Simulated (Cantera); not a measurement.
Input: 1 mol Si3N4, 1.7 mol CO2, 8.5 mol H2, at 13.3 mbar.

Method: chemical equilibrium by Gibbs-energy minimisation in Cantera with the NASA 1993 tables (ideal gas, pure condensed phases). Candidate condensed phases: C, C6H6, C7H8, C8H18, H2O, Si, SiC, SiO2, Si2N2O, Si3N4; 151 gas species. Mutual solubility and eutectic melting of coexisting phases are not modelled. The tables hold silica as quartz up to 1696 K and as liquid above; real silica turns to tridymite and cristobalite and melts near 1996 K. Equilibrium is a limit: real reactors are often held back by kinetics, nucleation or transport.

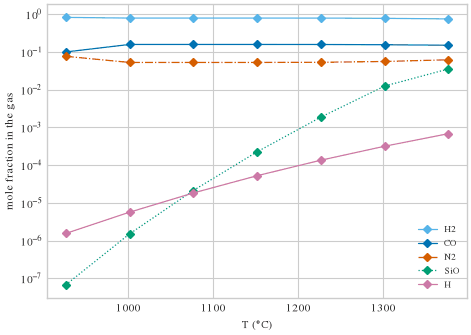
Figure. Equilibrium gas composition (values under 1e-9 drawn at 1e-9)

At 927 °C the condensed part is C(graphite) + SiO2(β-quartz) + Si2N2O(s). From 1002 °C to 1302 °C the condensed part is SiO2(β-quartz) + Si2N2O(s). At 1377 °C the condensed part is Si2N2O(s). The main Si-bearing gas is SiO throughout.
